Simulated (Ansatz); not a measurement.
## Electronic structure of AlBrF₂H₃N in real space

```xyz
8

Al   -0.4722   -0.5074   -0.7497
Br    0.4548    0.6075   -2.5170
F     0.0609   -2.0814   -0.4754
F    -2.0881   -0.1814   -0.4035
H     1.0379    1.1612    0.5100
N     0.3963    0.4179    0.8232
H    -0.3226    0.8424    1.4270
H     0.9329   -0.2587    1.3852
```

All numbers below come from Ansatz 0.2.0, RKS PBE-D4/def2-SVP.

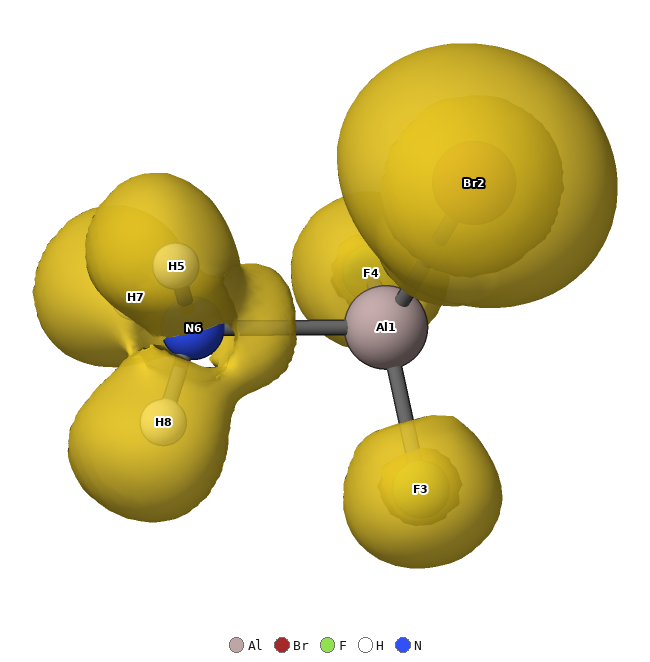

Figure 1. Isosurface of the ELF at 0.75 (yellow), seen at an oblique angle. Core shells and regions of very low density are left out.

**Identify the bonds, lone pairs and shells in this picture.**

At this value the surface marks out one region on Br in which the atom's valence shell and bonds are merged, two regions wrapped around F (the valence shell of each) and one joined region spread over several atoms (H, N), in which their bonds and any lone pairs are merged. Along the contacts the grid gives the following. Al–F (1.68 Å): the ELF peaks at about 0.85 in the valence shell of F, 0.5 Å from its nucleus, and is about 0.25 at the midpoint. Al–N (2.02 Å): the ELF peaks at about 0.95 in the valence shell of N, 0.8 Å from its nucleus, and is about 0.75 at the midpoint.

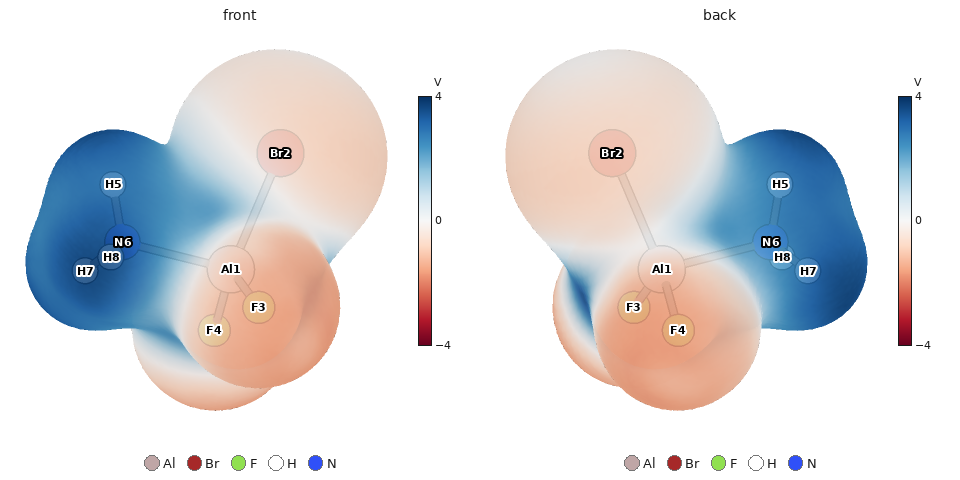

Figure 2. The electrostatic potential painted on the density surface at 0.004 e/bohr³, seen from the front and from behind; the colour scale runs from red (negative) to blue (positive).

**Which sites attract a positive test charge, and which a negative one?**

A positive charge is drawn to the negative regions and a negative charge to the positive ones. The most negative region (about −1.7 V) lies over F3 and F4, the most positive (about +3.7 V) over H5, H7 and H8.

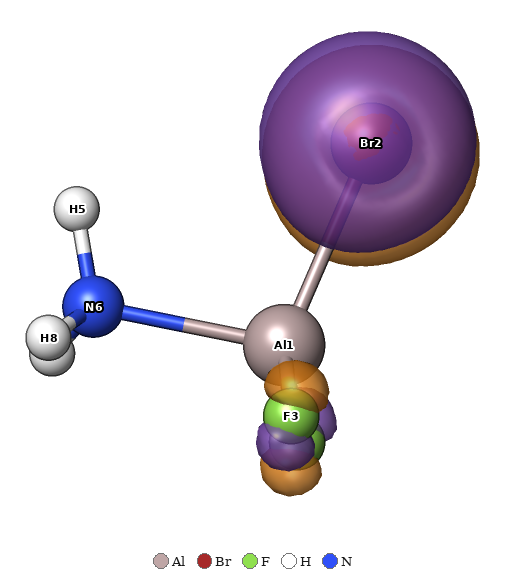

Figure 3. The HOMO at ±0.15 Å⁻³ᐟ² (orange and purple are the two phases), seen across its widest extent.

**Where does this orbital lie, and at what energy?**

It lies mainly on Br2 (about 90 %); largely a lone pair of Br2. Its energy is −6.66 eV.

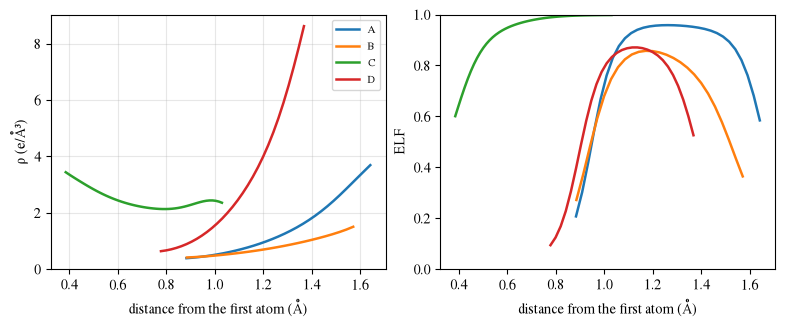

Figure 4. Electron density and electron localisation function along straight lines between neighbouring atoms. The curves leave out the atomic cores.

**Which curve belongs to which contact (Al–Br, Al–F, Al–N and N–H)? The first atom named is at distance zero.**

Curve A: Al–N (2.02 Å): ρ is about 0.52 e/Å³ halfway; the ELF peaks at about 0.95 in the valence shell of N, 0.8 Å from its nucleus, and is about 0.75 at the midpoint. Curve B: Al–Br (2.29 Å): ρ is about 0.62 e/Å³ halfway; the ELF peaks at about 0.85 in the valence shell of Br, 1.1 Å from its nucleus, and is about 0.85 at the midpoint. Curve C: N–H (1.03 Å): ρ is about 2.8 e/Å³ halfway; the ELF climbs to about 1 towards the hydrogen, as it does in any bond to H (a covalent bond by its length). Curve D: Al–F (1.68 Å): ρ at the midpoint is about 0.75 e/Å³; the ELF peaks at about 0.85 in the valence shell of F, 0.5 Å from its nucleus, and is about 0.25 at the midpoint.
